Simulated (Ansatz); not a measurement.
The parent structure is CaO in the NiAs type structure (space group P6_3/mmc, No. 194; a = 3.3006 Å, c = 5.7879 Å; a model cell, its experimental status unchecked). Axes: x lies along a and z along c of the hexagonal cell.

One thing is altered: uniaxial strain ε_zz = −0.62 %, all other strain components held at zero, atoms relaxed at fixed cell.

Level of theory: Ansatz (a program for electronic structure) PBEsol, without spin-orbit coupling.

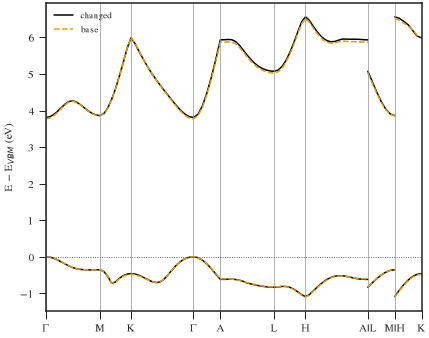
Fig. 1. Highest valence and lowest conduction band along the path, each from its own valence-band maximum

Question: From the figure, how large is the changed gap, and is it direct?

Answer: About 3.8 eV, direct at Γ.

Whether these cells are dynamically stable was not tested. This is not the structure that CaO has at room temperature and ambient pressure.
